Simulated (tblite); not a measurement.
# C6H5ClFO: the cost of one run

The runs use tblite 0.8.0 and PySCF 2.14.0, with density-fitted response routines of our own; the level of theory stands in each step. All values are computed, except where a source is named. Atoms are numbered from 0 throughout.

### 1 Starting geometry

14 atoms, charge 0, multiplicity 2; geometry from: force field or distance geometry start.

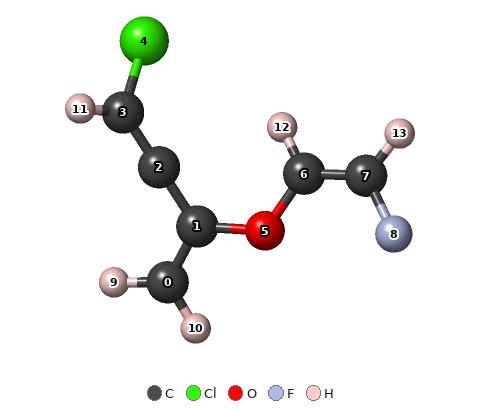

As it starts; carbon dark grey, chlorine green, oxygen red, fluorine light blue, hydrogen pink, atoms numbered.

### 2 Relaxing the molecule with GFN2-xTB

Job settings and geometry (Å):

```
{"job": {"kind": "relax", "xc": "GFN2-xTB", "basis": "xTB"}, "charge": 0, "multiplicity": 2}
C     -0.143300    -2.293200    -0.541600
C     -0.165800    -0.993400    -0.205600
C     -1.376700    -0.273400    -0.232100
C     -2.505500     0.387100    -0.271100
Cl    -2.644300     1.724200    -1.290100
O      1.015500    -0.419100     0.250300
C      1.194100     0.945300     0.258600
C      2.233300     1.526700     0.872000
F      3.166200     0.809800     1.528600
H     -1.050600    -2.803900    -0.873000
H      0.764700    -2.866100    -0.494300
H     -3.379700     0.159800     0.341100
H      0.450100     1.516300    -0.267400
H      2.441100     2.579400     0.902400
```

Started as:

```sh
$ OMP_NUM_THREADS=1 python probes_run.py task.json out
```

The driver reads the jobs from task.json and runs them one after another.

Q: Estimate the wall time of this first job on 1 thread of Intel Xeon at 2.50GHz, shared host.

About 2.1 s.
